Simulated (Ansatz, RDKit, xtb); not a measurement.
**Solving InSiAsH5, step by step**

Task: start from the formula InSiAsH5 (odd number of electrons), draw up candidate structures, narrow them down in stages, and characterise the one that lies lowest at 298.15 K.

Plan: many cheap relaxations first (GFN2-xTB), then density-functional screening, relaxation at PBE-D3(BJ)/def2-SVP, vibrations and a final energy. The numbers are computed, not measured.

8 further runs of the same task are left out: 2 that didn't finish, 6 set aside as unsound or not needed.

### Step 1. Candidates

A program enumerates the bonding patterns with one Lewis structure each (two rings at most, one unusual centre or charged pair), with their diastereomers. O–O, O–halogen and N–halogen bonds and N–N–N chains are not drawn. That gives 24 candidates.

c013 [SiH]1[As@H2+][InH2-]1; c064 [SiH2]1[As@H2][InH]1; c124 [SiH3][In][AsH2]; c128 [SiH]=[As@H+][InH3-]; c222 [AsH2][SiH][InH2]; c236 [SiH3][As@H][InH]; c260 [SiH][As@H2][InH2]; c299 [As@H3][Si][InH2]; c304 [SiH2][InH][AsH2]; c356 [As@H3+][SiH-][InH]; c405 [SiH2-][As@H2+][InH]; c466 [SiH2+][InH2-][AsH]; c491 [SiH2-][In+][As@H3]; c525 [SiH][InH][As@H3]; c550 [AsH][SiH+][InH3-]; c596 [AsH2]=[Si+][InH3-]; c649 [SiH3][As@H2][In]; c697 [AsH][SiH2][InH2]; c717 [AsH2][SiH2][InH]; c744 [As@H3][SiH2][In]; c778 [SiH2][As@H][InH2]; c846 [SiH3][InH][AsH]; c851 [SiH3][As][InH2]; c950 [SiH]=[As@@H+][InH3-].

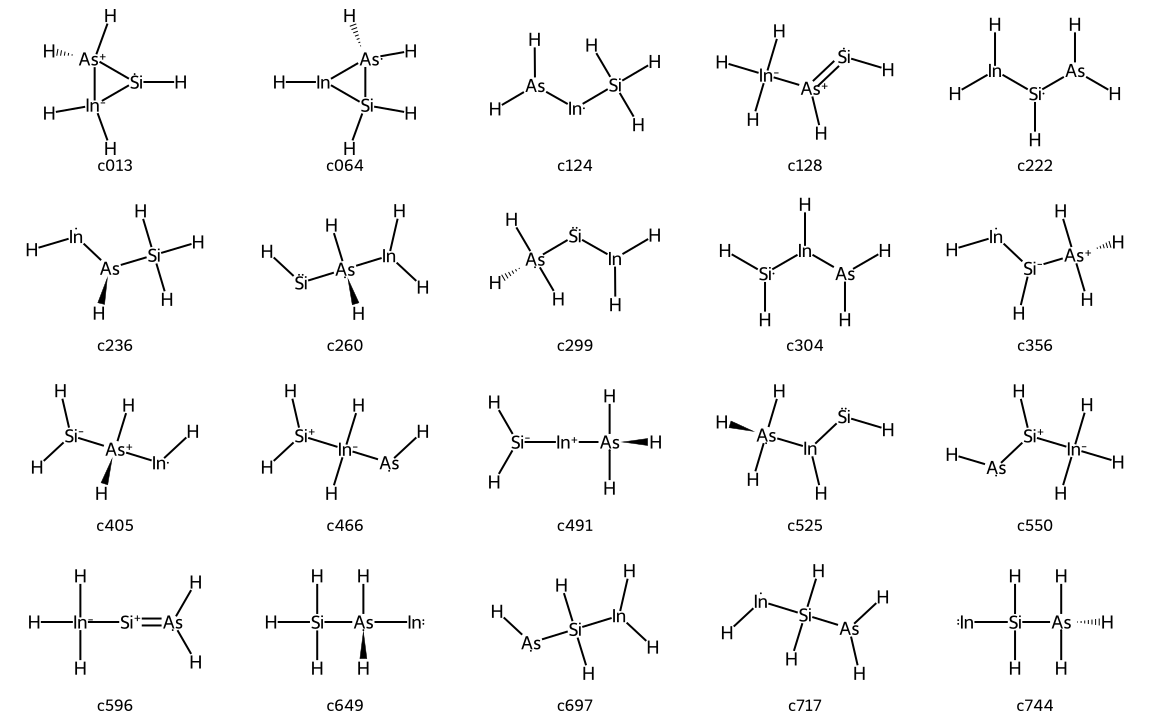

Structural formulas of the candidates (the first 20).

Candidates are built by distance geometry, with a force field where one applies, in up to four conformers (letters a to d). 16 starts with atoms placed at random are added, to find patterns that the rules miss.

### Step 2. Cheap relaxation of all starts

All 74 starts are relaxed the same way. One of them, c733 (atoms placed at random), in full:

The input, start.xyz:

```xyz
8
c733
As     0.095140    -0.114500    -0.800000
In     0.453600    -1.138130     1.366760
Si     0.679260     1.502250    -1.738470
H     -1.237900    -0.230650     1.216380
H     -0.505780    -1.645620     0.190500
H     -0.274040     0.536290     2.153110
H      2.153920    -0.008200    -0.963990
H     -0.661450     1.427080    -0.749170
```

Launch:

```
xtb start.xyz --gfn 2 --opt --uhf 1
```

Standard output (excerpt; [...] marks lines left out):

```text
* xtb version 6.7.1
[...]
          :  # basis functions                  35          :
[...]
          :  # electrons                        17          :
[...]
          :  Hamiltonian                  GFN2-xTB          :
[...]
          :  net charge                          0          :
          :  unpaired electrons                  1          :
[...]
   *** convergence criteria satisfied after 18 iterations ***
[...]
   *** GEOMETRY OPTIMIZATION CONVERGED AFTER 97 ITERATIONS ***
[...]
   *** convergence criteria satisfied after 3 iterations ***
[...]
         ::                     SUMMARY                     ::
         :::::::::::::::::::::::::::::::::::::::::::::::::::::
         :: total energy              -7.843882142145 Eh    ::
         :: gradient norm              0.000712844839 Eh/a0 ::
         :: HOMO-LUMO gap              3.472904715952 eV    ::
         ::.................................................::
         :: SCC energy                -7.879359401314 Eh    ::
         :: -> isotropic ES            0.018430906141 Eh    ::
         :: -> anisotropic ES          0.005155209123 Eh    ::
         :: -> anisotropic XC          0.003066223919 Eh    ::
         :: -> dispersion             -0.007857352317 Eh    ::
         :: repulsion energy           0.035477259169 Eh    ::
         :: add. restraining           0.000000000000 Eh    ::
         :: total charge               0.000000000000 e     ::
         :::::::::::::::::::::::::::::::::::::::::::::::::::::
[...]
         9        1.0000           -0.3193447              -8.6898 (HOMO)
        10                         -0.1917178              -5.2169 (LUMO)
[...]
     #   Z          covCN         q      C6AA      α(0)
     1  33          2.650    -0.010   215.620    26.952
     2  49          1.233     0.296   478.818    55.698
     3  14          3.689     0.416    99.314    19.090
     4   1          0.916    -0.091     5.257     3.586
     5   1          0.916    -0.119     6.297     3.925
     6   1          0.463    -0.328    47.609    11.991
     7   1          0.968    -0.060     4.338     3.255
     8   1          0.916    -0.104     5.716     3.740
[...]
     #   Z sym  total        # sym  WBO       # sym  WBO       # sym  WBO
 ---------------------------------------------------------------------------
     1  33      2.836 --     3      1.006     7      0.930     2      0.518
                             6      0.214
     2  49      1.312 --     6      0.627     1      0.518
     3  14      3.688 --     1      1.006     5      0.869     8      0.866
                             4      0.847
     4   1      0.992 --     3      0.847
     5   1      0.986 --     3      0.869
     6   1      0.861 --     2      0.627     1      0.214
     7   1      0.996 --     1      0.930
     8   1      0.989 --     3      0.866
 ---------------------------------------------------------------------------
[...]
molecular dipole:
                 x           y           z       tot (Debye)
 q only:        0.730      -0.569      -0.871
   full:        0.904      -0.501      -0.364       2.784
molecular quadrupole (traceless):
[...]
          | TOTAL ENERGY               -7.843882142145 Eh   |
          | GRADIENT NORM               0.000712844839 Eh/α |
          | HOMO-LUMO GAP               3.472904715952 eV   |
           -------------------------------------------------
[...]
```

Wall time 0.35 s (2 threads of Arm Neoverse V2, shared host).

### Step 3. The minima found

70 of the 74 relaxations converged; 28 ended on a minimum already found. 42 distinct structures remain, the lowest 22 here:

| label | start | SMILES after | spin | energy (kcal/mol) | note |
| --- | --- | --- | --- | --- | --- |
| c236a | drawn and random | [SiH3][As@H][InH] | doublet | 0.0 |  |
| c236b | drawn | [SiH3][As@H][InH] | doublet | 0.0 |  |
| c595 | random | [SiH3][As@H][InH] | doublet | 0.2 |  |
| c124b | drawn | [SiH3][In][AsH2] | doublet | 9.0 |  |
| c442 | random | [SiH2][AsH2][InH] ‡ | doublet | 9.6 |  |
| c124a | drawn | [SiH3][In][AsH2] | doublet | 9.7 |  |
| c717a | drawn | [InH].[SiH2][AsH2] ‡ | doublet | 10.6 | loosely bound |
| c064b | drawn | [SiH2][AsH2][InH] ‡ | doublet | 11.4 | bonds changed |
| c999 | random | [InH].[SiH2][AsH2] | doublet | 12.0 | loosely bound |
| c064a | drawn | [SiH2][AsH2][InH] ‡ | doublet | 12.2 | bonds changed |
| c717b | drawn | [InH].[SiH2][AsH2] | doublet | 13.7 | loosely bound |
| c744a | drawn | [SiH3][In][AsH2] | doublet | 14.3 | bonds changed |
| c490 | random | [H][H].[SiH3][As][In] | doublet | 14.8 | fell apart |
| c097 | random | [InH].[SiH2][AsH2] ‡ | doublet | 15.8 | fell apart |
| c649a | drawn | [SiH3][As@H2][In] | doublet | 19.8 |  |
| c794 | random | [AsH2][In].[SiH3] | doublet | 20.6 | loosely bound |
| c851a | drawn | [SiH3][As][InH2] | doublet | 20.7 |  |
| c851b | drawn | [SiH3][As][InH2] | doublet | 21.2 |  |
| c356a | drawn | [SiH]1[AsH3][InH]1 ‡ | doublet | 22.7 | bonds changed |
| c356b | drawn | [H].[SiH]1[AsH3][In]1 ‡ | doublet | 22.7 | loosely bound |
| c846c | drawn | [SiH3][InH][AsH] | doublet | 23.8 |  |
| c525a | drawn and random | [H].[SiH][In][AsH3] ‡ | doublet | 23.8 | loosely bound |

‡ marks the bonded skeleton alone, with all bonds drawn single: no Lewis structure was assigned that passes a check against the bond lengths.

GFN2-xTB has no spin polarisation, so it can't rank spin states and is rough for open shells.

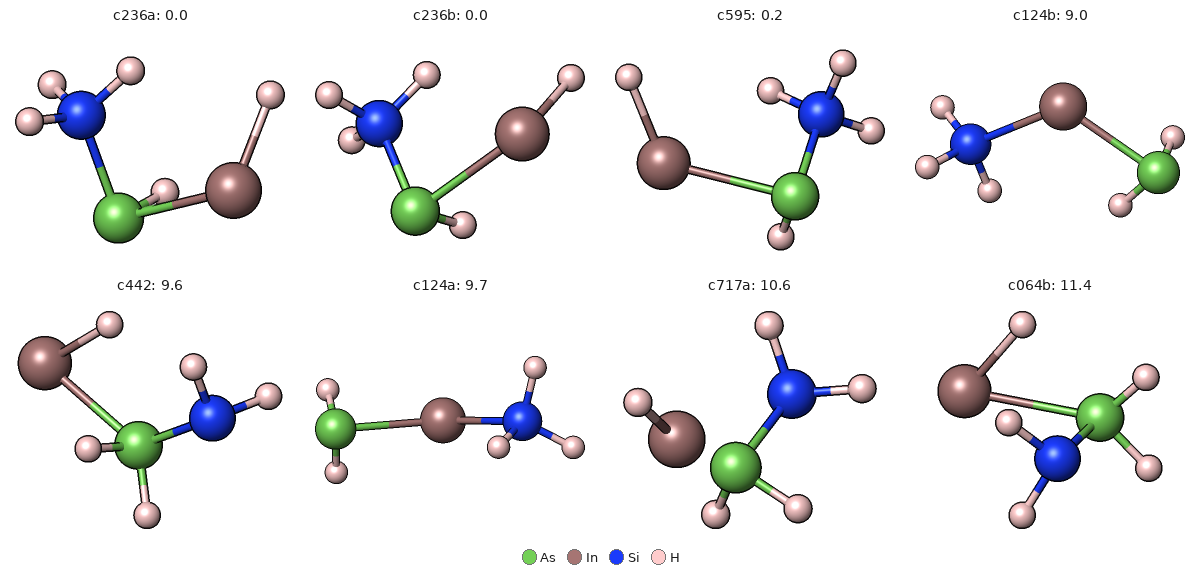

The 8 lowest minima that did not fall apart, with their GFN2-xTB energies in kcal/mol.

### Step 4. Screening with a density functional

A choice of the minima (the low ones first, few conformers of a pattern, up to a cap) and the lowest that fell apart get a single point at r2SCAN-D4/def2-SVP on the tight-binding geometry, and one at HF/STO-3G for comparison. Within 40 kcal/mol but not screened, among others: c595, c064a, c744a, c525a, c846b, c304b, c491a, c491c, c491b, c778c and 8 more. The first, c236a:

The input, input.yaml:

```yaml
crystal:
  periodic: [false, false, false]
  atoms:
    - {symbol: As, position_ang: [0.303570, 0.017105, 0.356607]}
    - {symbol: In, position_ang: [0.917040, -0.192930, 3.250784]}
    - {symbol: Si, position_ang: [-1.939755, 0.081469, 0.912163]}
    - {symbol: H, position_ang: [-2.218528, 0.396515, 2.324310]}
    - {symbol: H, position_ang: [-2.514344, -1.244758, 0.621926]}
    - {symbol: H, position_ang: [-2.663216, 1.053564, 0.077769]}
    - {symbol: H, position_ang: [0.487337, 1.489896, 0.697015]}
    - {symbol: H, position_ang: [-0.311929, 0.937834, 4.551361]}
basis:
  gaussian:
    orbitals: def2-SVP
magnetization:
  spin_polarized: true
  initial_magnetization: 1
hamiltonian:
  xc: {name: r2SCAN}
  dispersion: d4
scf:
  lower_state_search: "off"
output: {orbitals: {seedname: orbitals}}
```

Launch:

```
ansatz run input.yaml --threads 2 --pin off --max-ram 4350MiB --events-out events.jsonl --progress --plain --runs-dir runs
```

Standard output (excerpt; [...] marks lines left out):

```text
Warning: RAYON_NUM_THREADS=2 ignored (pool sized by the plan → 2); use --threads N
Functional definition: r2SCAN
  name "r2SCAN"
[...]
1165 factors; their error is unknown
[...]
mean field -73964.31856726 eV, -2718.1385725311 hartree, gradient 9.1e-6 eV, S^2 0.767495; 0 other end points of the search recorded, 0 dependent functions left out
reference -73964.31858375 eV, -2718.1385731369 hartree; 37, 36 occupied and 64, 65 virtual orbitals, 1165 factors
Total energy: -73964.37195728 eV, -2718.1405345779 hartree
Checks for a lower state left out: stability, starts, cluster_reference, orbital_swaps, neighbouring_geometries, increment
```

It took 4.8 s on 2 threads of Arm Neoverse V2, shared host.

Relative energies in kcal/mol, each column from its lowest structure that stays in one piece:

| label | SMILES | spin | GFN2-xTB | HF/STO-3G | r2SCAN-D4/def2-SVP |
| --- | --- | --- | --- | --- | --- |
| c124a | [SiH3][In][AsH2] | doublet | 9.7 | 29.3 | 0.0 |
| c124b | [SiH3][In][AsH2] | doublet | 9.0 | 32.8 | 0.6 |
| c490 | [H][H].[SiH3][As][In] | doublet | 14.8 | 60.4 | 3.3 |
| c649a | [SiH3][As@H2][In] | doublet | 19.8 | 82.3 | 4.3 |
| c851b | [SiH3][As][InH2] | doublet | 21.2 | 0.0 | 5.6 |
| c851a | [SiH3][As][InH2] | doublet | 20.7 | 1.8 | 7.0 |
| c236a | [SiH3][As@H][InH] | doublet | 0.0 | 52.8 | 7.5 |
| c236b | [SiH3][As@H][InH] | doublet | 0.0 | 54.1 | 7.8 |
| c846c | [SiH3][InH][AsH] | doublet | 23.8 | 3.9 | 7.8 |
| c794 | [AsH2][In].[SiH3] | doublet | 20.6 | 83.3 | 16.2 |
| c999 | [InH].[SiH2][AsH2] | doublet | 12.0 | 99.9 | 28.2 |
| c717b | [InH].[SiH2][AsH2] | doublet | 13.7 | 116.2 | 33.2 |
| c717a | [InH].[SiH2][AsH2] ‡ | doublet | 10.6 | 116.2 | 34.2 |
| c442 | [SiH2][AsH2][InH] ‡ | doublet | 9.6 | 114.3 | 35.8 |
| c064b | [SiH2][AsH2][InH] ‡ | doublet | 11.4 | 118.6 | 36.5 |
| c356a | [SiH]1[AsH3][InH]1 ‡ | doublet | 22.7 | 158.3 | 61.4 |
| c356b | [H].[SiH]1[AsH3][In]1 ‡ | doublet | 22.7 | 158.7 | 61.4 |

‡ marks the bonded skeleton alone, with all bonds drawn single: no Lewis structure was assigned that passes a check against the bond lengths.

Measured from c124a, GFN2-xTB misplaces c356b by 48 kcal/mol against r2SCAN-D4/def2-SVP, so minima dropped on its energies alone could hide the lowest isomer.

### Step 5. Third filter: density-functional geometries

6 candidates are relaxed at PBE-D3(BJ)/def2-SVP (chosen among the lowest in one piece). The first, c124a:

The input, input.yaml:

```yaml
basis:
  gaussian: {orbitals: def2-SVP}
crystal:
  periodic: [false, false, false]
  atoms:
    - {symbol: As, position_ang: [-0.083588, 1.078307, 4.236975]}
    - {symbol: In, position_ang: [-0.196716, -0.519881, 1.897169]}
    - {symbol: Si, position_ang: [-1.976140, 0.131425, -0.258479]}
    - {symbol: H, position_ang: [-3.281551, -0.552052, -0.108272]}
    - {symbol: H, position_ang: [-1.601375, -0.041600, -1.675793]}
    - {symbol: H, position_ang: [-2.279742, 1.574510, -0.110623]}
    - {symbol: H, position_ang: [1.415880, 1.070615, 3.955131]}
    - {symbol: H, position_ang: [0.092766, -0.256040, 4.955204]}
magnetization: {spin_polarized: true, initial_magnetization: 1}
hamiltonian: {xc: pbe, dispersion: d3bj}
relax: {f_tol: 0.003}
```

Launch:

```
ansatz run input.yaml --threads 2 --pin off --max-ram 4350MiB --events-out events.jsonl --progress --plain --runs-dir runs
```

Standard output (excerpt; [...] marks lines left out):

```text
Warning: RAYON_NUM_THREADS=2 ignored (pool sized by the plan → 2); use --threads N
[...]
Functional definition: PBE
  name "PBE"
[...]
1165 factors; their error is unknown
[...]
mean field -73950.18633029 eV, -2717.6192224014 hartree, gradient 6.1e-5 eV, S^2 0.752575; 1 other end points of the search recorded, 0 dependent functions left out
[...]
reference -73950.18637308 eV, -2717.6192239740 hartree; 37, 36 occupied and 64, 65 virtual orbitals, 1165 factors
relax step   1: F+E_penalty+E_count = -73950.35993170 eV  Δ(F+E_penalty+E_count) = +0.000e0 eV  max|allowed force component| = 6.822e-1 eV/Å  Δτ_max = 0.0000 Å  (43 SCF iters, accepted)
[...]
relax step  11: F+E_penalty+E_count = -73950.53660602 eV  Δ(F+E_penalty+E_count) = -5.699e-3 eV  max|allowed force component| = 4.214e-1 eV/Å  Δτ_max = 0.1952 Å  (30 SCF iters, accepted)
[...]
reference -73950.37581872 eV, -2717.6261859728 hartree; 37, 36 occupied and 64, 65 virtual orbitals, 1165 factors
Total energy: -73950.55534685 eV, -2717.6327835098 hartree
Atom 0 at    -0.382195     0.600632     4.249785 Å, force    -0.000632     0.000982    -0.001561 eV/Å
Atom 1 at    -0.554332    -0.895378     1.992833 Å, force     0.000491     0.000304     0.001000 eV/Å
Atom 2 at    -1.871041     0.221571    -0.079494 Å, force    -0.000090     0.001085     0.000215 eV/Å
Atom 3 at    -3.321333    -0.196449    -0.007228 Å, force    -0.000306    -0.000151     0.000001 eV/Å
Atom 4 at    -1.325298    -0.271756    -1.396429 Å, force     0.000101    -0.000035    -0.000266 eV/Å
Atom 5 at    -1.827889     1.732048    -0.098120 Å, force    -0.000005    -0.000673    -0.000231 eV/Å
Atom 6 at     0.567462     1.522628     3.450186 Å, force    -0.000559    -0.000494     0.000312 eV/Å
Atom 7 at     0.804159    -0.228012     4.779779 Å, force     0.000999    -0.001018     0.000529 eV/Å
Dipole moment:     0.125658    -0.151245    -0.004979 e Å
```

It took 2.2 min on 2 threads of Arm Neoverse V2, shared host.

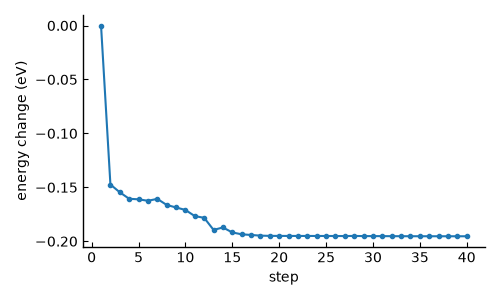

Energy along the run, all evaluated steps.

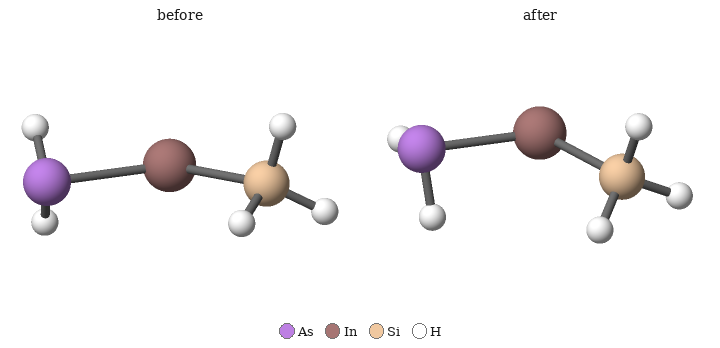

Before and after, at one scale.

After the run. Bond lengths: As1–In2 2.713 Å, In2–Si3 2.697 Å, Si3–H4 1.511 Å, Si3–H5 1.508 Å, Si3–H6 1.511 Å, As1–H7 1.546 Å, As1–H8 1.541 Å. Angles: As1–In2–Si3 116.2°, In2–As1–H7 86.4°, In2–As1–H8 92.2°, In2–Si3–H4 108.5°, In2–Si3–H5 111.0°, In2–Si3–H6 114.2°, H7–As1–H8 91.5°, H4–Si3–H5 107.4°, H4–Si3–H6 107.7°, H5–Si3–H6 107.8°.

### Step 6. The relaxed candidates

| label | spin | r2SCAN-D4/def2-SVP (kcal/mol) | PBE-D3(BJ)/def2-SVP, relaxed (kcal/mol) | time | note |
| --- | --- | --- | --- | --- | --- |
| c124a | doublet | 0.0 | 0.0 | 2.2 min |  |
| c124b | doublet | 0.6 | 0.0 | 64 s | same minimum as c124a |
| c236a | doublet | 7.5 | 2.1 | 2.1 min |  |
| c649a | doublet | 4.3 | 2.4 | 55 s |  |
| c851a | doublet | 7.0 | 10.7 | 1.8 min | same minimum as c851b |
| c851b | doublet | 5.6 | 10.7 | 1.8 min |  |

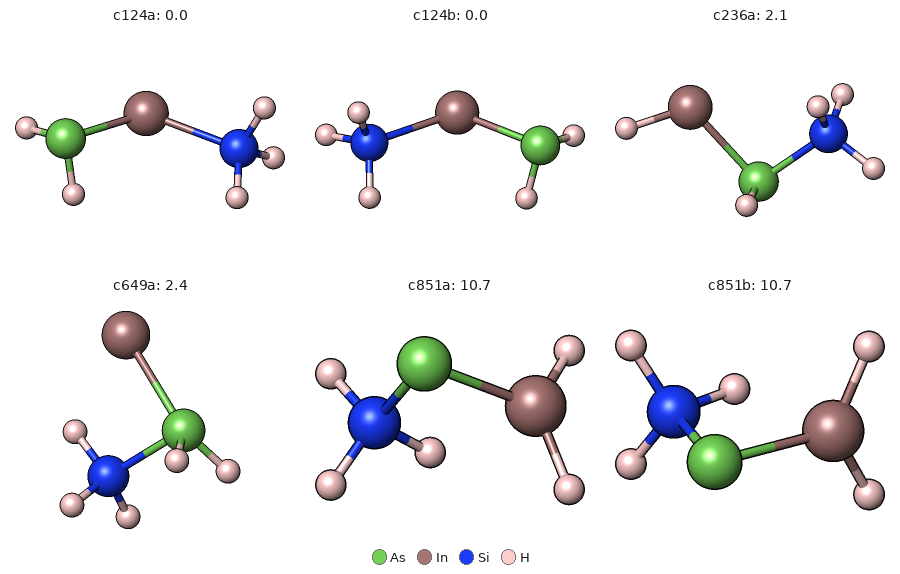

The relaxed structures, with energies at PBE-D3(BJ)/def2-SVP in kcal/mol.

### Step 7. Harmonic analysis of the finalists

The lowest few in one piece go on as finalists (c851b drops out). Harmonic vibrations at PBE-D3(BJ)/def2-SVP test each finalist and give the zero-point energy and the thermal terms. The first, c124a:

The input, input.yaml:

```yaml
crystal:
  periodic: [false, false, false]
  atoms:
    - {symbol: As, position_ang: [-0.382195, 0.600632, 4.249785]}
    - {symbol: In, position_ang: [-0.554332, -0.895378, 1.992833]}
    - {symbol: Si, position_ang: [-1.871041, 0.221571, -0.079494]}
    - {symbol: H, position_ang: [-3.321333, -0.196449, -0.007228]}
    - {symbol: H, position_ang: [-1.325298, -0.271756, -1.396429]}
    - {symbol: H, position_ang: [-1.827889, 1.732048, -0.098120]}
    - {symbol: H, position_ang: [0.567462, 1.522628, 3.450186]}
    - {symbol: H, position_ang: [0.804159, -0.228012, 4.779779]}
basis:
  gaussian: {orbitals: def2-SVP}
magnetization: {spin_polarized: true, initial_magnetization: 1}
hamiltonian: {xc: {name: PBE}, dispersion: d3bj}
scf: {lower_state_search: "off"}
phonons: {}
```

Launch:

```
ansatz run input.yaml --threads 2 --pin off --max-ram 4350MiB --events-out events.jsonl --progress --plain --runs-dir runs
```

Standard output (excerpt; [...] marks lines left out):

```text
Warning: RAYON_NUM_THREADS=2 ignored (pool sized by the plan → 2); use --threads N
[... 2 set-up lines as earlier in the session ...]
[...]
1165 factors; their error is unknown
[...]
mean field -73950.37577678 eV, -2717.6261844318 hartree, gradient 4.7e-6 eV, S^2 0.751923; 0 other end points of the search recorded, 0 dependent functions left out
[...]
reference -73950.37581898 eV, -2717.6261859824 hartree; 37, 36 occupied and 64, 65 virtual orbitals, 1165 factors
[...]
1165 factors; their error is unknown
mean field -73950.37573184 eV, -2717.6261827800 hartree, gradient 1.7e-6 eV, S^2 0.751924; 0 other end points of the search recorded, 0 dependent functions left out
[...]
reference -73950.37577403 eV, -2717.6261843305 hartree; 37, 36 occupied and 64, 65 virtual orbitals, 1165 factors
[...]
1165 factors; their error is unknown
[...]
Atom 1 at    -0.554332    -0.895378     1.992833 Å, force     0.000525     0.000316     0.001051 eV/Å
Atom 2 at    -1.871041     0.221571    -0.079494 Å, force    -0.000122     0.001048     0.000196 eV/Å
Atom 3 at    -3.321333    -0.196449    -0.007228 Å, force    -0.000307    -0.000138    -0.000003 eV/Å
Atom 4 at    -1.325298    -0.271756    -1.396429 Å, force     0.000104    -0.000035    -0.000278 eV/Å
Atom 5 at    -1.827889     1.732048    -0.098120 Å, force    -0.000010    -0.000643    -0.000231 eV/Å
Atom 6 at     0.567462     1.522628     3.450186 Å, force    -0.000575    -0.000497     0.000318 eV/Å
Atom 7 at     0.804159    -0.228012     4.779779 Å, force     0.000944    -0.001001     0.000530 eV/Å
Dipole moment:     0.125659    -0.151245    -0.004979 e Å
Vibrations: 22.65 53.01 87.74 164.65 235.22 316.72 368.71 387.51 508.54 783.29 893.96 902.78 947.73 2098.20 2115.85 2129.22 2137.39 2148.96 cm⁻¹, zero-point energy 1.010604 eV
Checks for a lower state left out: stability, starts, cluster_reference, orbital_swaps, neighbouring_geometries, increment
```

Wall time 87 s (2 threads of Arm Neoverse V2, shared host).

### Step 8. Zero-point energy and free-energy terms

At 298.15 K and 1 atm, ideal gas, rigid rotor and harmonic oscillator:

| label | SMILES | spin | point group | lowest mode (cm⁻¹) | zero-point (kcal/mol) | G − E (kcal/mol) |
| --- | --- | --- | --- | --- | --- | --- |
| c124a | [SiH3][In][AsH2] | doublet | C1 | 23 | 23.3 | -0.2 |
| c236a | [SiH3][As@H][InH] | doublet | C1 | 57 | 22.8 | 0.4 |
| c649a | [SiH3][As@H2][In] | doublet | Cs | 69 | 24.2 | 2.3 |

Chiral structures get −RT ln 2 for their mirror image.

(Part 1 of 2 ends here.)
